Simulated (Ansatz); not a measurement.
## Electronic structure of CHSi2 (charge +1) in real space

```yaml
atoms:
  - { symbol: C, position_ang: [-0.2344, 0.3153, -0.5089] }
  - { symbol: Si, position_ang: [1.2527, 1.0405, 0.0892] }
  - { symbol: Si, position_ang: [-1.9661, 0.5674, -0.3267] }
  - { symbol: H, position_ang: [-0.0204, -0.5401, -1.1920] }
```

Geometry: PBE0-D3(BJ)/def2-SVP.

Computed with Ansatz, isolated molecule in a Gaussian basis; Kohn-Sham density functional theory, functional PBE0.

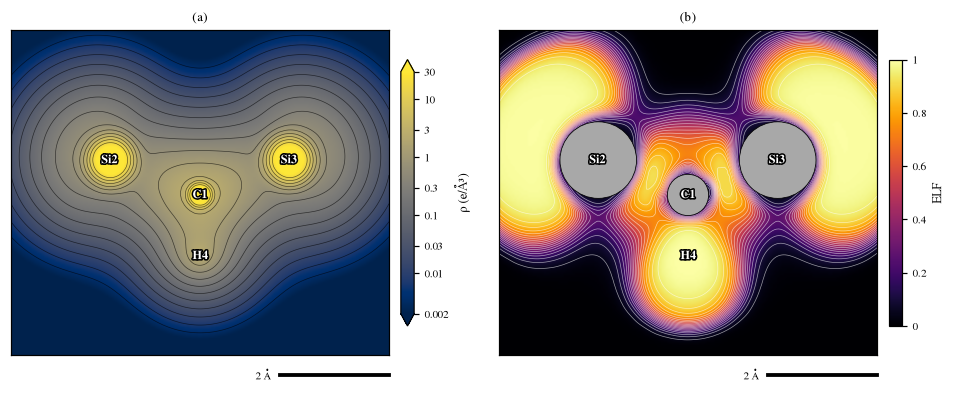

Figure 1. (a) electron density; (b) electron localisation function on the molecular plane. Grey discs cover the atomic cores in the ELF map.

Q: Read the bonding off the picture.

A:
- The section cuts through C, Si and H sites.
- C–Si (1.76 Å): ρ is about 1.1 e/Å³ halfway; the ELF peaks at about 0.90 between the atoms: a covalent bond.
- C–H (1.12 Å): ρ is about 1.8 e/Å³ halfway; the ELF climbs to about 1 towards the hydrogen, as it does in any bond to H; a covalent bond by its length.
- The ELF also peaks beside Si2 and Si3, away from the bonds: lone-pair regions.

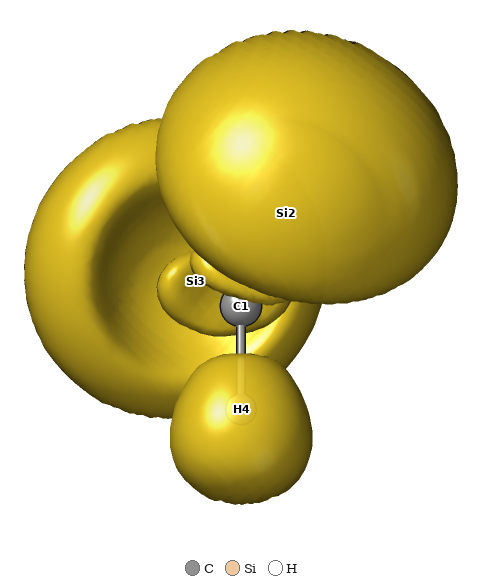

Figure 2. Isosurface of the electron localisation function at 0.85 (yellow), seen at an oblique angle. Core shells and regions of very low density are left out.

Q: Describe the localisation domains.

A: The surface consists of two regions between bonded C–Si atoms (shared pairs), one region around a hydrogen nucleus and two lobes on Si, pointing away from the bonds (lone pairs).

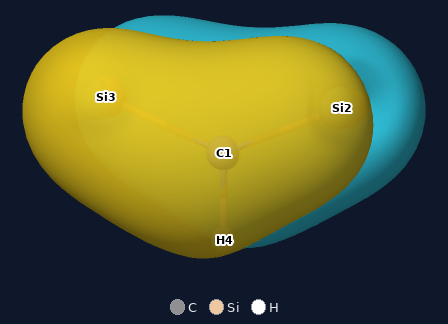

Figure 3. The HOMO−1 at ±0.08 Å⁻³ᐟ² (yellow and cyan are the two phases), seen at a tilt.

Q: What is the character of this orbital?

A: It lies mainly on C1 (about 50 %), Si2 (about 25 %) and Si3 (about 25 %); it changes sign across the molecular plane (π type); π-bonding across C1–Si2 and C1–Si3. Its energy is −13.14 eV.
